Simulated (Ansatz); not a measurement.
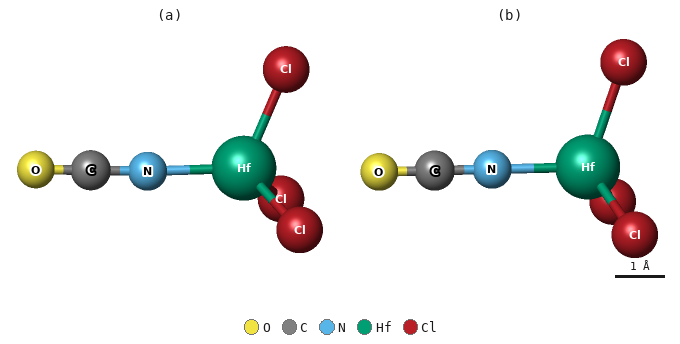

The structure of HfCNOCl₃ before (left) and after (right) a relaxation, at one scale.

A ball-and-stick model, seen face on.

The start comes from GFN2-xTB.

Level of theory: RKS PBE0-D4/def2-TZVP in Ansatz.

Input
```yaml
crystal:
  periodic: [false, false, false]
  atoms:
    - {symbol: O, position_ang: [0.937840, -2.470770, 2.136980]}
    - {symbol: C, position_ang: [0.608250, -1.652180, 1.391390]}
    - {symbol: N, position_ang: [0.274080, -0.805600, 0.616940]}
    - {symbol: Hf, position_ang: [-0.269720, 0.696210, -0.613330]}
    - {symbol: Cl, position_ang: [-2.153020, 0.357070, -1.799030]}
    - {symbol: Cl, position_ang: [-0.650120, 2.643590, 0.449740]}
    - {symbol: Cl, position_ang: [1.252680, 1.231680, -2.182700]}
basis:
  gaussian: {orbitals: def2-TZVP}
hamiltonian: {xc: pbe0, dispersion: d4}
relax: {f_tol: 0.005, max_steps: 150}
```

Command:
```bash
ansatz run in.yaml --threads 4 --pin off --events-out ev --progress --plain --max-ram 11315MiB
```

### Summarise the run.

The largest move after the best rigid fit is that of Cl5, 0.22 Å. By element the largest moves are Cl 0.22 Å, N 0.10 Å, O 0.10 Å, Hf 0.08 Å, C 0.08 Å. Near-neighbour distances that change, for instance: Hf4–Cl5 2.251 → 2.324 Å, N3–Hf4 2.016 → 2.003 Å, C2–N3 1.195 → 1.205 Å, O1–C2 1.155 → 1.159 Å. Bond angles that change, for instance: N3–Hf4–Cl5 115.8° → 108.9°, Cl5–Hf4–Cl6 103.8° → 110.0°, N3–Hf4–Cl7 114.8° → 108.9°. The energy falls by 23.3 kJ/mol in 8 geometry steps. The largest force component goes from 1.3 to 0.0011 eV/Å.
